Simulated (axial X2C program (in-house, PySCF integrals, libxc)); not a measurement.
## Run report: HfP⁻, relativistic diatomic calculation

System: HfP⁻, single determinant with M_S = 1 and |Λ| = 2 (not the lowest found).
Method: PBE0, spin-free X2C-1e, Hf dyall-acv3z, P dyall-av3z (cores contracted) (axial X2C program (in-house, PySCF integrals, libxc)).

**Input file**
```
{"zs": [72, 15], "q": -1, "bas": ["dyall-acv3z", "dyall-av3z"], "levels": ["PBE0", "HF", "TPSS"], "cc": true, "r0": 2.3, "thr": -1.0, "nmax": 90, "npts": 10, "nst": 2, "ntry": 6}
```

The line is the task of a batch: nuclear charges, charge, bases, the levels to run, a first guess of the distance and further settings. This report covers PBE0 without spin-orbit coupling. The log is that of the reference distance 2.212 Å, started from orbitals converged before.

Hardware: 1 thread of Arm Neoverse V2, 24 GiB of memory available, shared host.

Launched within a batch (the task file carries these settings):
```bash
python <driver script> task.json out
```

**Output**
```
spin-free X2C-1e  PBE0
basis functions 256  fitting functions 1298  grid points 5079
iter        total energy     max residual
   1     -15420.666121287     7.76e-06
   2     -15420.666121293     6.77e-06
   3     -15420.666121296     4.10e-06
   4     -15420.666121297     5.52e-06
converged
one-electron -21705.61212164  Coulomb 6362.74155255  exact exchange -82.65313916  xc functional -253.51103321  nuclear repulsion 258.36862016
```

**The points of the curve**

```
R (Å)    E (hartree)  dipole (D; origin at the first atom, positive when the second is positive)  highest filled (eV)  lowest empty (eV)
1.924  −15420.603651                                                                       −6.32                 1.28               1.80
2.013  −15420.636652                                                                       −7.00                 1.14               1.78
2.079  −15420.652192                                                                       −7.44                 1.03               1.74
2.146  −15420.661573                                                                       −7.83                 0.91               1.70
2.212  −15420.666121                                                                       −8.18                 0.78               1.65
2.289  −15420.666685                                                                       −8.54                 0.63               1.60
2.367  −15420.663451                                                                       −8.86                 0.48               1.55
2.466  −15420.655407                                                                       −9.23                 0.29               1.50
2.588  −15420.641950                                                                       −9.64                 0.07               1.45
```

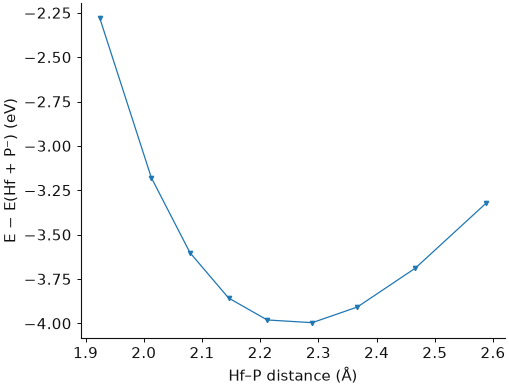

Fig. 1: Energy at 9 bond lengths, for one set of occupations held fixed; the line joins the points. A polynomial of degree 6 through 8 points gives rₑ = 2.260 Å, ωₑ = 446.5 cm⁻¹, ωₑxₑ = 1.2 cm⁻¹ and Bₑ = 0.1249 cm⁻¹. The minimum lies 4.00 eV below Hf + P⁻, each computed as one determinant at the same level.

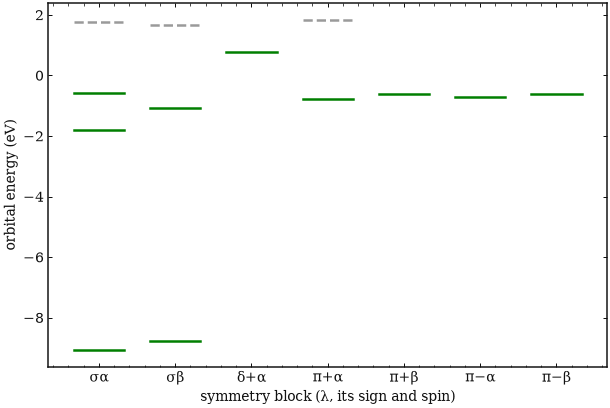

Fig. 2: Orbital energies near the frontier at 2.21 Å, filled (solid) and empty (dashed); a label such as π−α means λ = −1 and α spin. The highest filled orbital (δ+α; 94 % Hf d, 3 % P d) lies at 0.78 eV, the lowest empty one (σβ; 46 % Hf s, 25 % Hf p) at 1.65 eV. A filled level above zero is held only by the finite basis .

**Results in brief**

- outcome: converged; a filled level lies above zero
- bond length rₑ: 2.260 Å
- ωₑ: 446.5 cm⁻¹
- energy at the minimum: −15420.66699 hartree
- depth below the fragments: 4.00 eV
- largest ⟨S²⟩ along the curve: 2.08
- wall time: 10 s
- peak memory: 0.76 GiB

**Notes**

The highest filled level (PBE0, up to 1.28 eV) lies above zero. That is common for anions, where the functional's self-interaction leaves the outer electrons unbound; only the finite basis holds them, so such levels depend on it. Limits: 9 of the 10 points asked for were kept.
